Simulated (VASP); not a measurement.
# A VASP study of BN (PBE + D3(BJ)): structure first, properties next, part 2 of 4

Wanted: the relaxed cell of BN and its properties. The start is a cell from a database of measured crystal structures.

VASP 6.6.1; PBE with D3(BJ); plane waves and PAW (B, N).

So far, gap on the k-mesh (eV): step 3 (relaxing cell and atoms (PBE + D3(BJ))) 5.38. The relaxed cell has a = 2.542, c = 4.205 Å (conventional setting).

The database entry behind the starting cell has ideal inner coordinates that were not refined, so it need not match the best structure at ambient conditions.

## (4) Density, ELF and potential (PBE + D3(BJ))

The relaxed cell gets a fresh self-consistent run, on a basis set for its own volume, to fix the density and to check the remaining stress.

The input, INCAR:

```
SYSTEM = BN
PREC = Accurate
ENCUT = 520
EDIFF = 1E-06
NELM = 100
ISMEAR = 0
SIGMA = 0.05
LREAL = .FALSE.
ALGO = Normal
GGA = PE
IVDW = 12
NBANDS = 14
LORBIT = 11
LWAVE = .FALSE.
LCHARG = .TRUE.
ISIF = 2
LELF = .TRUE.
LVHAR = .TRUE.
```

The input, POSCAR:

```
BN
1.0
    2.5424592805      0.0000000000      0.0000000000
   -1.2712296403      2.2018343250      0.0000000000
    0.0000000000      0.0000000000      4.2045635586
B N
2 2
Direct
    0.6666666667      0.3333333333      0.0002552075
    0.3333333333      0.6666666667      0.5002552075
    0.6666666667      0.3333333333      0.3747447925
    0.3333333333      0.6666666667      0.8747447925
```

The input, KPOINTS:

```
Automatic mesh
0
Gamma
10 10 5
0 0 0
```

Potentials, in the order of the species: B and N (PBE family, release 64).

Run with:

```bash
$ mpirun -np 4 vasp_std
```

The log of the run:

```text
[banner, memory and clock lines left out]
running    4 mpi-ranks, on    1 nodes
 distrk:  each k-point on    4 cores,    1 groups
 distr:  one band on    1 cores,    4 groups

 POSCAR found type information on POSCAR B N
 POSCAR found :  2 types and       4 ions
 LDA part: xc-table for (Slater+PW92), standard interpolation
|                                                                             |
|           W    W    AA    RRRRR   N    N  II  N    N   GGGG   !!!           |
|           W    W   A  A   R    R  NN   N  II  NN   N  G    G  !!!           |
|           W    W  A    A  R    R  N N  N  II  N N  N  G       !!!           |
|           W WW W  AAAAAA  RRRRR   N  N N  II  N  N N  G  GGG   !            |
|           WW  WW  A    A  R   R   N   NN  II  N   NN  G    G                |
|           W    W  A    A  R    R  N    N  II  N    N   GGGG   !!!           |
|                                                                             |
|     The number of bands has been changed from the values supplied in        |
|     The orbitals not found in the WAVECAR file will be initialized with     |
|     random numbers, which is usually adequate. For correlated               |
|     calculations, however, you should redo the groundstate calculation.     |
|     I found NBANDS = 14. Now, NBANDS = 16.                                  |
|                                                                             |

 POSCAR, INCAR and KPOINTS ok, starting setup
 FFT: planning ... GRIDC
 FFT: planning ... GRID_SOFT
 FFT: planning ... GRID
 WAVECAR not read
 entering main loop
       N       E                     dE             d eps       ncg     rms          rms(c)
DAV:   1     0.379455542224E+02    0.37946E+02   -0.82281E+03  1344   0.966E+02
DAV:   2    -0.345088543452E+02   -0.72454E+02   -0.67216E+02  2000   0.229E+02
DAV:   3    -0.367771011353E+02   -0.22682E+01   -0.22632E+01  1488   0.371E+01
DAV:   4    -0.367824037186E+02   -0.53026E-02   -0.53022E-02  1664   0.206E+00
DAV:   5    -0.367824181939E+02   -0.14475E-04   -0.14475E-04  1464   0.987E-02    0.952E+00
DAV:   6    -0.349942405826E+02    0.17882E+01   -0.22355E+00  1712   0.136E+01    0.453E+00
DAV:   7    -0.348546782460E+02    0.13956E+00   -0.32569E-01  1712   0.459E+00    0.276E+00
DAV:   8    -0.348268826678E+02    0.27796E-01   -0.53478E-02  1584   0.189E+00    0.259E-01
DAV:   9    -0.348256759943E+02    0.12067E-02   -0.19126E-03  1592   0.522E-01    0.136E-01
DAV:  10    -0.348259491367E+02   -0.27314E-03   -0.47901E-04  1600   0.171E-01    0.253E-02
DAV:  11    -0.348259560284E+02   -0.68918E-05   -0.32276E-05  1688   0.552E-02    0.149E-02
DAV:  12    -0.348259569515E+02   -0.92309E-06   -0.56741E-06  1616   0.237E-02
   1 F= -.35665851E+02 E0= -.35665851E+02  d E =-.218278E-15
```

It took 3.4 s on 4 MPI ranks of Intel Xeon 6975P-C (Granite Rapids), shared host; peak memory 0.47 GiB.

Parts of OUTCAR (step 4):

```text
  LATTYP: Found a hexagonal cell.
 ALAT       =     2.5424592805
 C/A-ratio  =     1.6537387996

 Found     42 irreducible k-points:

   k-points           NKPTS =     42   k-points in BZ     NKDIM =     42   number of bands    NBANDS=     16

   ENCUT  =  520.0 eV  38.22 Ry    6.18 a.u.   4.73  4.73  7.82*2*pi/ulx,y,z

   NELECT =      16.0000    total number of electrons

 E-fermi :   7.8694

 k-point     1 :       0.0000    0.0000    0.0000
  band No.  band energies     occupation
    ...
      4       5.4748      2.00000
      5       5.4748      2.00000
      6       7.3333      2.00000
      7       7.6097      2.00000
      8       7.6097      2.00000
      9      15.9968      0.00000
     10      15.9968      0.00000
     11      16.2466      0.00000
     12      17.1870      0.00000
     13      18.4488      0.00000
    ...

 k-point     2 :       0.1000   -0.0000    0.0000
  band No.  band energies     occupation
    ...
      4       4.5017      2.00000
      5       5.0775      2.00000
      6       6.8014      2.00000
      7       7.1183      2.00000
      8       7.3830      2.00000
      9      15.6790      0.00000
     10      16.4246      0.00000
     11      16.5756      0.00000
     12      17.8695      0.00000
     13      19.0622      0.00000
    ...

 Edisp (eV)   -0.83989

  Total      -0.00684    -0.00684    -0.00817     0.00000     0.00000     0.00000
  in kB      -0.46592    -0.46592    -0.55636     0.00000     0.00000     0.00000
  external pressure =       -0.50 kB  Pullay stress =        0.00 kB

  energy-cutoff  :      520.00
  volume of cell :       23.54
      direct lattice vectors                 reciprocal lattice vectors
     2.542459281  0.000000000  0.000000000     0.393319967  0.227083389  0.000000000
    -1.271229640  2.201834325  0.000000000     0.000000000  0.454166778  0.000000000
     0.000000000  0.000000000  4.204563559     0.000000000  0.000000000  0.237836814

 POSITION                                       TOTAL-FORCE (eV/Angst)
 -----------------------------------------------------------------------------------
      1.27123      0.73394      0.00107         0.000000     -0.000000     -0.000744
     -0.00000      1.46789      2.10335        -0.000000      0.000000     -0.000744
      1.27123      0.73394      1.57564        -0.000000     -0.000000      0.000744
     -0.00000      1.46789      3.67792         0.000000     -0.000000      0.000744
 -----------------------------------------------------------------------------------
    total drift:                               -0.000000     -0.000000     -0.000432

  FREE ENERGIE OF THE ION-ELECTRON SYSTEM (eV)
  ---------------------------------------------------
  free  energy   TOTEN  =       -35.6658514446 eV

  energy  without entropy=      -35.6658514446  energy(sigma->0) =      -35.66585144

 total charge
# of ion       s       p       d       tot
------------------------------------------
    1        0.678   1.364   0.000   2.042
    2        0.678   1.364   0.000   2.042
    3        1.216   2.767   0.000   3.983
    4        1.216   2.767   0.000   3.983
--------------------------------------------------
tot          3.788   8.261   0.000  12.049

[... 4 parts as in an earlier step ...]

[... 6 further parts left out ...]
```

This step gave:

```yaml
scf_cycles: 12
bands: 16
fermi_energy: 7.869 eV
pressure: -0.04961 GPa
```

Valence electrons inside each PAW sphere by angular momentum. Sphere charges, by row:

| atom | s (e) | p (e) | d (e) | tot (e) |
| --- | --- | --- | --- | --- |
| B1 | 0.678 | 1.364 | 0 | 2.042 |
| B2 | 0.678 | 1.364 | 0 | 2.042 |
| N3 | 1.216 | 2.767 | 0 | 3.983 |
| N4 | 1.216 | 2.767 | 0 | 3.983 |

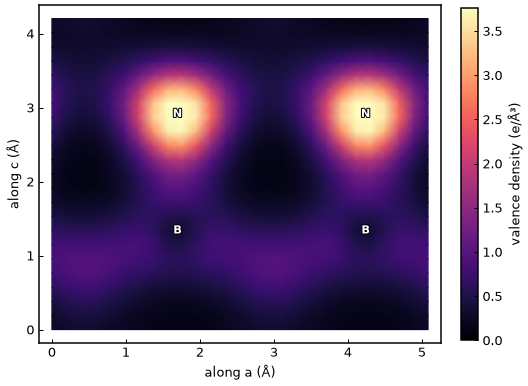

Valence density in the ac plane at fractional y = 0.333, with atoms of B and N within 0.2 Å of it. It is the smooth field of the valence electrons, not physical close to the nuclei. The map starts off the cell's origin, so that atoms lie inside it.

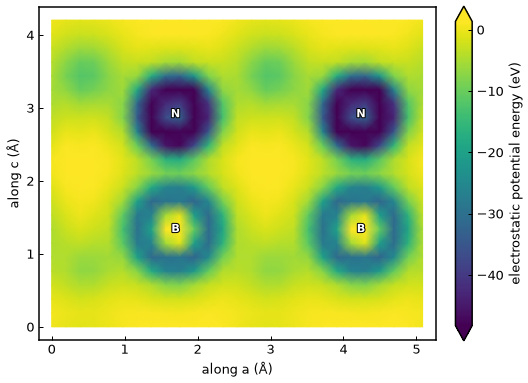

Electrostatic potential energy in the ac plane at fractional y = 0.333, with atoms of B and N within 0.2 Å of it. With pseudopotentials it is smooth inside the atoms' cores, unlike the true potential. The map starts off the cell's origin, so that atoms lie inside it.

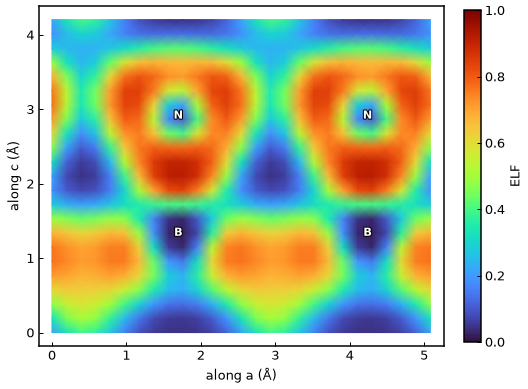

ELF in the ac plane at fractional y = 0.333, with atoms of B and N within 0.2 Å of it. It is the smooth field of the valence electrons, not physical close to the nuclei. The map starts off the cell's origin, so that atoms lie inside it.

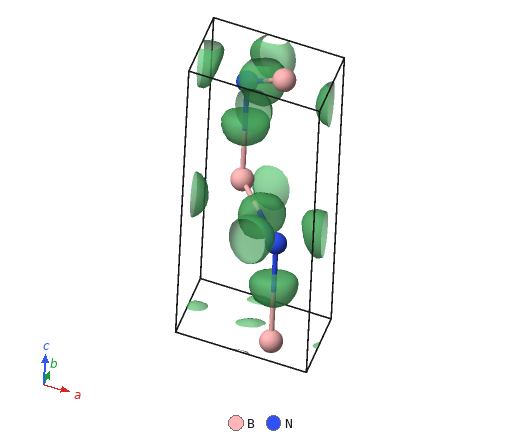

Surface of ELF = 0.84.

In this run the pressure is -0.05 GPa, small enough to go on.

## (5) Bands along the symmetry lines (PBE + D3(BJ))

Levels along the symmetry lines show where the bands peak and cross; KPOINTS_OPT computes them in the converged potential.

The input, INCAR:

```
SYSTEM = BN
PREC = Accurate
ENCUT = 520
EDIFF = 1E-06
NELM = 100
ISMEAR = 0
SIGMA = 0.05
LREAL = .FALSE.
ALGO = Normal
GGA = PE
IVDW = 12
NBANDS = 22
LORBIT = 11
LWAVE = .FALSE.
LCHARG = .FALSE.
KPAR = 4
```

POSCAR is that of step 4.

KPOINTS is that of step 4.

The input, KPOINTS_OPT:

```
Line mode
16
Line-mode
Reciprocal
  0.00000000   0.00000000   0.00000000 GAMMA
  0.50000000   0.00000000   0.00000000 M

  0.50000000   0.00000000   0.00000000 M
  0.33333333   0.33333333   0.00000000 K

  0.33333333   0.33333333   0.00000000 K
  0.00000000   0.00000000   0.00000000 GAMMA

  0.00000000   0.00000000   0.00000000 GAMMA
  0.00000000   0.00000000   0.50000000 A

  0.00000000   0.00000000   0.50000000 A
  0.50000000   0.00000000   0.50000000 L

  0.50000000   0.00000000   0.50000000 L
  0.33333333   0.33333333   0.50000000 H

  0.33333333   0.33333333   0.50000000 H
  0.00000000   0.00000000   0.50000000 A

  0.50000000   0.00000000   0.50000000 L
  0.50000000   0.00000000   0.00000000 M

  0.33333333   0.33333333   0.00000000 K
  0.33333333   0.33333333   0.50000000 H
```

Run with:

```bash
$ mpirun -np 4 vasp_std
```

The log of the run:

```text
[... set-up lines as in an earlier step ...]
 entering main loop
       N       E                     dE             d eps       ncg     rms          rms(c)
DAV:   1     0.393539747871E+02    0.39354E+02   -0.77310E+03  1856   0.707E+02
DAV:   2    -0.347868181084E+02   -0.74141E+02   -0.70051E+02  2304   0.196E+02
DAV:   3    -0.367787698841E+02   -0.19920E+01   -0.19771E+01  2226   0.271E+01
DAV:   4    -0.367824140320E+02   -0.36441E-02   -0.36440E-02  1974   0.129E+00
DAV:   5    -0.367824182491E+02   -0.42171E-05   -0.42171E-05  2214   0.426E-02    0.952E+00
DAV:   6    -0.349959059910E+02    0.17865E+01   -0.13003E+00  1962   0.992E+00    0.454E+00
DAV:   7    -0.348536426852E+02    0.14226E+00   -0.27996E-01  2156   0.348E+00    0.277E+00
DAV:   8    -0.348262436612E+02    0.27399E-01   -0.40850E-02  2154   0.138E+00    0.249E-01
DAV:   9    -0.348256840156E+02    0.55965E-03   -0.10741E-03  1950   0.345E-01    0.142E-01
DAV:  10    -0.348259469983E+02   -0.26298E-03   -0.30241E-04  1944   0.121E-01    0.204E-02
DAV:  11    -0.348259566637E+02   -0.96653E-05   -0.11951E-05  2156   0.311E-02    0.163E-02
DAV:  12    -0.348259569922E+02   -0.32854E-06   -0.28359E-06  2012   0.147E-02
   1 F= -.35665851E+02 E0= -.35665851E+02  d E =-.241938E-25
 Start KPOINTS_OPT (optional k-point list driver)
k-point batch [1-42\144]
       N       E                     dE             ncg
DAV:   1     0.272187866523E+04   -0.23276E+05     1856
DAV:   2    -0.274227673764E+03   -0.29961E+04     2320
DAV:   3    -0.354872719928E+03   -0.80645E+02     2174
DAV:   4    -0.355001897667E+03   -0.12918E+00     2030
DAV:   5    -0.355002026616E+03   -0.12895E-03     2220
DAV:   6    -0.355002026813E+03   -0.19636E-06     1688
[...]
k-point batch [127-144\144]
       N       E                     dE             ncg
DAV:   1     0.155234211626E+05   -0.14438E+05      792
DAV:   2     0.143054612630E+05   -0.12180E+04      960
DAV:   3     0.142771942695E+05   -0.28267E+02      906
DAV:   4     0.142771516908E+05   -0.42579E-01      858
DAV:   5     0.142771516477E+05   -0.43118E-04      912
DAV:   6     0.142771516476E+05   -0.66673E-07      738
```

It took 7.2 s on 4 MPI ranks; peak memory 0.6 GiB.

OUTCAR, selected parts (step 5):

```text
   k-points           NKPTS =     42   k-points in BZ     NKDIM =     42   number of bands    NBANDS=     22

   NELECT =      16.0000    total number of electrons

 E-fermi :   7.9629

 k-point     2 :       0.1000   -0.0000    0.0000
  band No.  band energies     occupation
    ...
      4       4.5017      2.00000
      5       5.0775      2.00000
      6       6.8014      2.00000
      7       7.1184      2.00000
      8       7.3830      2.00000
      9      15.6790      0.00000
     10      16.4246      0.00000
     11      16.5756      0.00000
     12      17.8695      0.00000
     13      19.0622      0.00000
    ...

 Edisp (eV)   -0.83989

  Total      -0.00690    -0.00690    -0.00827     0.00000     0.00000     0.00000
  in kB      -0.46943    -0.46943    -0.56303     0.00000     0.00000     0.00000
  external pressure =       -0.50 kB  Pullay stress =        0.00 kB

 POSITION                                       TOTAL-FORCE (eV/Angst)
 -----------------------------------------------------------------------------------
      1.27123      0.73394      0.00107         0.000000     -0.000000     -0.000770
     -0.00000      1.46789      2.10335        -0.000000      0.000000     -0.000770
      1.27123      0.73394      1.57564         0.000000     -0.000000      0.000770
     -0.00000      1.46789      3.67792        -0.000000     -0.000000      0.000770
 -----------------------------------------------------------------------------------
    total drift:                               -0.000000     -0.000000     -0.000410

  FREE ENERGIE OF THE ION-ELECTRON SYSTEM (eV)
  ---------------------------------------------------
  free  energy   TOTEN  =       -35.6658514853 eV

  energy  without entropy=      -35.6658514853  energy(sigma->0) =      -35.66585149

[... 12 parts as in an earlier step ...]

[... 4 further parts left out ...]
```

This step gave:

```
bands                             : 22
Fermi energy                      : 7.963 eV
pressure                          : -0.05006 GPa
least gap on mesh and path        : 5.18 eV
least direct gap on mesh and path : 8.296 eV
conduction bottom at k            : 0.3333, 0.3333, 0
```

Electronic bands along the path, in eV, zero at the valence-band top; v1 is the highest filled band, c1 the lowest empty one:

| point | v4 | v3 | v2 | v1 | c1 | c2 | c3 | c4 |
| --- | --- | --- | --- | --- | --- | --- | --- | --- |
| Γ | -2.13 | -0.28 | 0.00 | 0.00 | 8.39 | 8.39 | 8.64 | 9.58 |
| M | -6.94 | -5.01 | -4.44 | -2.12 | 6.73 | 7.98 | 10.62 | 11.53 |
| K | -7.22 | -5.46 | -5.45 | -5.45 | 5.18 | 13.53 | 13.53 | 13.92 |
| Γ | -2.13 | -0.28 | 0.00 | 0.00 | 8.39 | 8.39 | 8.64 | 9.58 |
| A | -1.18 | -1.18 | -1.18 | -1.18 | 9.53 | 9.53 | 9.95 | 9.95 |
| L | -3.78 | -3.78 | -3.59 | -3.59 | 6.61 | 6.61 | 10.07 | 10.07 |
| H | -7.77 | -7.77 | -3.05 | -3.05 | 9.36 | 9.36 | 10.20 | 10.20 |
| A | -1.18 | -1.18 | -1.18 | -1.18 | 9.53 | 9.53 | 9.95 | 9.95 |
| jump to L | -3.78 | -3.78 | -3.59 | -3.59 | 6.61 | 6.61 | 10.07 | 10.07 |
| M | -6.94 | -5.01 | -4.44 | -2.12 | 6.73 | 7.98 | 10.62 | 11.53 |
| jump to K | -7.22 | -5.46 | -5.45 | -5.45 | 5.18 | 13.53 | 13.53 | 13.92 |
| H | -7.77 | -7.77 | -3.05 | -3.05 | 9.36 | 9.36 | 10.20 | 10.20 |

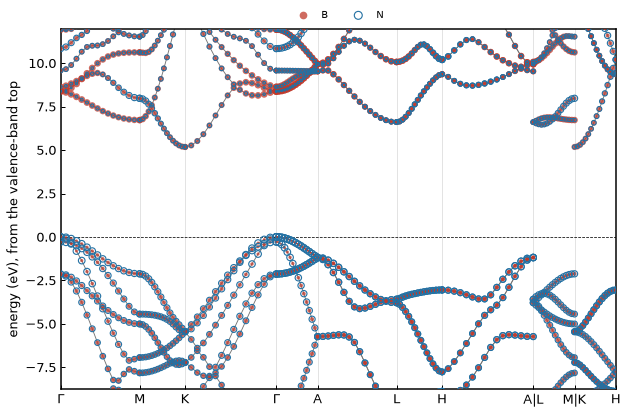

Electronic bands along the path; dots are coloured as in the legend, and their area grows with the weight.

The path lowers the gap by 0.20 eV against the mesh alone, so a band edge lies off the mesh.

The path shows an indirect gap of 5.18 eV (valence top at Γ, conduction bottom at K). The least direct gap is 8.30 eV.

## (6) Total and projected DOS (PBE + D3(BJ))

Here the states are counted by energy and projected on the atoms. The mesh is finer than in the run before.

Edit INCAR of step 5 so:

```diff
@@ -5,3 +5,3 @@
 NELM = 100
-ISMEAR = 0
+ISMEAR = -5
 SIGMA = 0.05
@@ -16 +16,2 @@
 KPAR = 4
+NEDOS = 2001
```

POSCAR is that of step 5.

The input, KPOINTS:

```
Automatic mesh
0
Gamma
15 15 8
0 0 0
```

Run with:

```bash
$ mpirun -np 4 vasp_std
```

The log of the run:

```text
[... set-up lines as in an earlier step ...]
 entering main loop
       N       E                     dE             d eps       ncg     rms          rms(c)
DAV:   1     0.391564405201E+02    0.39156E+02   -0.77976E+03  5948   0.710E+02
DAV:   2    -0.348218933280E+02   -0.73978E+02   -0.69903E+02  7486   0.197E+02
DAV:   3    -0.367790385398E+02   -0.19571E+01   -0.19430E+01  7142   0.270E+01
DAV:   4    -0.367824323966E+02   -0.33939E-02   -0.33938E-02  6474   0.125E+00
DAV:   5    -0.367824363751E+02   -0.39785E-05   -0.39785E-05  7074   0.410E-02    0.952E+00
DAV:   6    -0.349959095341E+02    0.17865E+01   -0.13009E+00  6288   0.992E+00    0.454E+00
DAV:   7    -0.348536891541E+02    0.14222E+00   -0.28029E-01  6914   0.349E+00    0.277E+00
DAV:   8    -0.348262907291E+02    0.27398E-01   -0.40828E-02  6892   0.138E+00    0.249E-01
DAV:   9    -0.348257263481E+02    0.56438E-03   -0.10769E-03  6302   0.345E-01    0.142E-01
DAV:  10    -0.348259896318E+02   -0.26328E-03   -0.30305E-04  6296   0.121E-01    0.204E-02
DAV:  11    -0.348259993095E+02   -0.96776E-05   -0.11995E-05  7020   0.312E-02    0.163E-02
DAV:  12    -0.348259996327E+02   -0.32321E-06   -0.28489E-06  6384   0.147E-02
   1 F= -.35665894E+02 E0= -.35665894E+02  d E =0.000000E+00
```

Wall time 7.6 s (4 MPI ranks); peak memory 0.73 GiB.

From OUTCAR (step 6):

```text
   k-points           NKPTS =    135   k-points in BZ     NKDIM =    135   number of bands    NBANDS=     22

   NELECT =      16.0000    total number of electrons

 E-fermi :   7.6330

 k-point     2 :       0.0667    0.0000    0.0000
  band No.  band energies     occupation
    ...
      4       5.0202      2.00000
      5       5.2884      2.00000
      6       7.2149      2.00000
      7       7.2570      2.00000
      8       7.5077      2.00000
      9      15.8241      0.00000
     10      16.1956      0.00000
     11      16.4314      0.00000
     12      17.5038      0.00000
     13      18.7897      0.00000
    ...

 Edisp (eV)   -0.83989

  Total      -0.00682    -0.00682    -0.00800     0.00000     0.00000     0.00000
  in kB      -0.46434    -0.46434    -0.54468     0.00000     0.00000     0.00000
  external pressure =       -0.49 kB  Pullay stress =        0.00 kB

 POSITION                                       TOTAL-FORCE (eV/Angst)
 -----------------------------------------------------------------------------------
      1.27123      0.73394      0.00107         0.000000     -0.000000     -0.000766
     -0.00000      1.46789      2.10335         0.000000      0.000000     -0.000766
      1.27123      0.73394      1.57564         0.000000      0.000000      0.000766
     -0.00000      1.46789      3.67792        -0.000000     -0.000000      0.000766
 -----------------------------------------------------------------------------------
    total drift:                               -0.000000     -0.000000     -0.000410

  FREE ENERGIE OF THE ION-ELECTRON SYSTEM (eV)
  ---------------------------------------------------
  free  energy   TOTEN  =       -35.6658941258 eV

  energy  without entropy=      -35.6658941258  energy(sigma->0) =      -35.66589413

[... 9 parts as in an earlier step ...]

[... 7 further parts left out ...]
```

Numbers from this step:

```
irreducible k-points           : 135
Fermi energy                   : 7.633 eV
pressure                       : -0.04911 GPa
least direct gap at k          : 0.1333, 0, 0
gap on the k-mesh              : 5.180 eV
least direct gap on the k-mesh : 8.300 eV
```

The density of states has structure finer than the step of the table below, so its rows give means over 2 eV, whole bins alone (the curve runs from -12.0 to 13.1 eV). Peaks (eV: height): total -3.1: 2.68, 9.0: 1.71, 10.6: 3.38, 12.7: 2.31; N p -9.1: 0.582, -7.6: 0.541, -3.1: 1.42, 12.7: 0.478; B p -3.1: 0.652, 9.3: 0.621, 10.6: 1.02, 12.7: 0.617; B s -9.1: 0.300, -7.7: 0.239, 10.6: 0.322, 12.7: 0.259; N s 7.2: 0.122, 10.6: 0.132, 11.1: 0.145, 12.7: 0.137.

States under -12.0 eV and over 13.1 eV are left out. The density of states by energy, zero at the valence-band top; means over each step; values in states/eV/cell:

| energy (eV) | total | N p | B p | B s | N s |
| --- | --- | --- | --- | --- | --- |
| -10 | 0.569 | 0.195 | 0.0688 | 0.109 | 0.0147 |
| -8 | 1.09 | 0.395 | 0.150 | 0.179 | 0.0522 |
| -6 | 1.22 | 0.511 | 0.239 | 0.106 | 0.0400 |
| -4 | 1.81 | 0.890 | 0.423 | 0.0601 | 0.0247 |
| -2 | 1.18 | 0.665 | 0.256 | 0.0126 | 0.00761 |
| 0 | 0.126 | 0.0821 | 0.0192 | 2.1e-4 | 3.3e-4 |
| 2 | 0 | 0 | 0 | 0 | 0 |
| 4 | 0 | 0 | 0 | 0 | 0 |
| 6 | 0.222 | 0.0191 | 0.0436 | 0.0111 | 0.0144 |
| 8 | 1.31 | 0.127 | 0.349 | 0.0649 | 0.0981 |
| 10 | 1.54 | 0.181 | 0.518 | 0.116 | 0.0737 |
| 12 | 1.77 | 0.312 | 0.492 | 0.189 | 0.109 |

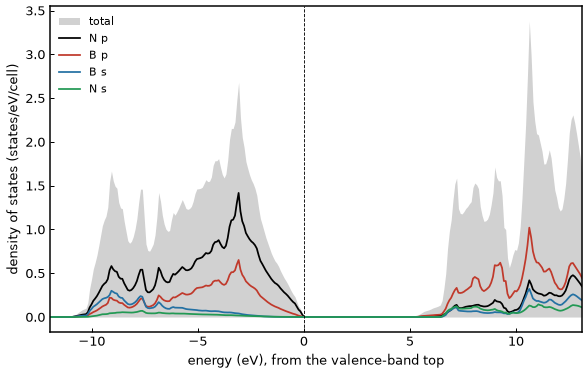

Density of states against energy.

The gap on this mesh is 5.18 eV. In the top eV of the valence band the largest shares in the PAW spheres are N p 65 % and B p 15 %. The rest lies in smaller channels or between the spheres.

(Continued in part 3 of 4.)

[Lines on the potential files, build, host, timing and source positions are cut from VASP's logs without a mark.]

[Logs are printed without paths, hosts, clocks, repeated set-up lines and the standing remarks that a program may print on its own settings, such as how far it seeks lower states.]

[Hosts, paths, dates, database ids (printed as entryN), source tags and the programs' standing remarks are cut or masked in the printed files.]

[Measured values are set beside computed ones only where the two were judged alike; some that the calculation misses by far are left out.]
